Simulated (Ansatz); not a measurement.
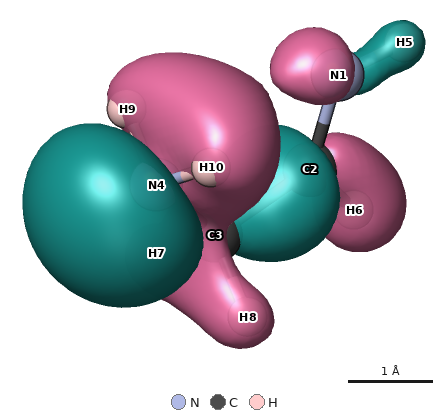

*C$_{2}$H$_{6}$N$_{2}$. The HOMO at ±0.1 Å⁻³ᐟ² (teal and pink are the two phases), seen at an oblique angle.*

Geometry: PBE0-D4/def2-TZVP.

Theory: RKS PBE0-D4/def2-TZVPP in Ansatz.

Input

```
crystal:
  periodic: [false, false, false]
  atoms:
    - {symbol: N, position_ang: [-1.048995, 0.962270, -0.710130]}
    - {symbol: C, position_ang: [-0.936409, -0.063282, 0.018719]}
    - {symbol: C, position_ang: [0.407170, -0.595116, 0.425932]}
    - {symbol: N, position_ang: [1.562665, 0.122906, -0.051457]}
    - {symbol: H, position_ang: [-2.027332, 1.181787, -0.888127]}
    - {symbol: H, position_ang: [-1.798729, -0.630009, 0.400154]}
    - {symbol: H, position_ang: [0.431183, -0.642858, 1.522495]}
    - {symbol: H, position_ang: [0.465457, -1.642378, 0.101502]}
    - {symbol: H, position_ang: [1.498241, 1.089556, 0.248069]}
    - {symbol: H, position_ang: [1.529946, 0.166023, -1.064056]}
basis:
  gaussian: {orbitals: def2-TZVPP}
hamiltonian: {xc: pbe0, dispersion: d4}
output: {orbitals: {seedname: orbitals}}
```

Launched as:

```sh
ansatz run in.yaml --threads 2 --pin off --events-out ev --progress --plain --max-ram 4352MiB
```

Where does this orbital lie, and at what energy?

Answer. By Hirshfeld shares it lies mainly on N4 (about 65 %), C3 (about 10 %) and C2 (about 10 %). Its energy is −7.03 eV.
